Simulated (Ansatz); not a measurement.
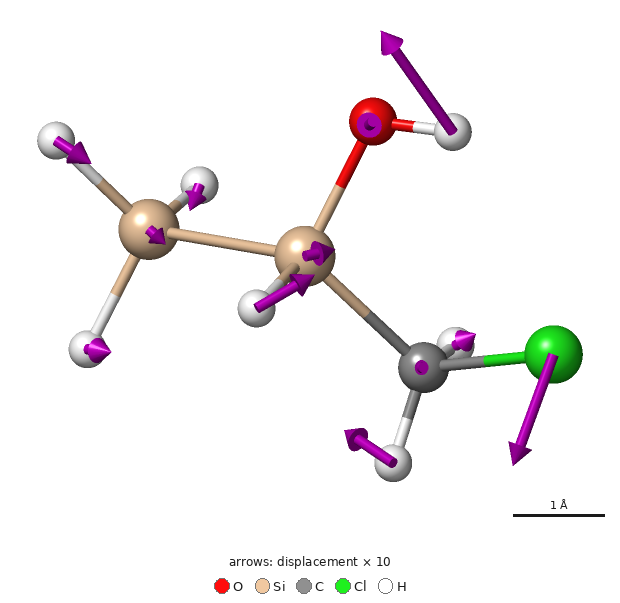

A relaxation of CH7ClOSi2. The starting structure is drawn; purple arrows show the displacements, magnified 10 times. The two geometries are superimposed by the best rigid fit.

A ball-and-stick model, seen at a tilt.

The start comes from PBE-D4/def2-SVP.

Computed with RKS PBE0-D4/def2-TZVP in Ansatz 0.2.0.

Input
```yaml
crystal:
  periodic: [false, false, false]
  atoms:
    - {symbol: O, position_ang: [-1.232172, 1.385359, 0.716095]}
    - {symbol: Si, position_ang: [0.098540, 0.648173, -0.007011]}
    - {symbol: Si, position_ang: [1.054784, -0.804833, 1.574061]}
    - {symbol: C, position_ang: [-0.524886, -0.308467, -1.538987]}
    - {symbol: Cl, position_ang: [-1.561106, 0.848197, -2.491473]}
    - {symbol: H, position_ang: [-1.824274, 1.771162, 0.038595]}
    - {symbol: H, position_ang: [1.115661, 1.644374, -0.510429]}
    - {symbol: H, position_ang: [0.057072, -1.850047, 1.997662]}
    - {symbol: H, position_ang: [1.531420, -0.055447, 2.788375]}
    - {symbol: H, position_ang: [2.236254, -1.500299, 0.945508]}
    - {symbol: H, position_ang: [0.289664, -0.659029, -2.205276]}
    - {symbol: H, position_ang: [-1.163758, -1.174243, -1.272921]}
basis:
  gaussian: {orbitals: def2-TZVP}
hamiltonian: {xc: pbe0, dispersion: d4}
relax: {f_tol: 0.005, max_steps: 150}
```

Run as
```bash
ansatz run in.yaml --threads 4 --pin off --events-out ev --progress --plain --max-ram 10444MiB
```

### Describe the change and its energy.

H6 moves most after the best rigid fit: 0.15 Å. By element the largest moves are H 0.15 Å, Cl 0.13 Å, O 0.04 Å, Si 0.04 Å, C 0.01 Å. Some distances before and after: O1–Si2 1.684 → 1.647 Å, C4–Cl5 1.822 → 1.793 Å, Si2–C4 1.911 → 1.887 Å, Si2–H7 1.510 → 1.490 Å. Among the angles between lasting bonds that change: Si2–O1–H6 110.7° → 115.7°. Over 9 geometry steps the energy falls by 0.071 eV. Largest force component: 1 eV/Å at the start, 0.0028 eV/Å at the end. The run took 46 s on 4 threads of Arm Neoverse V1 (shared host).
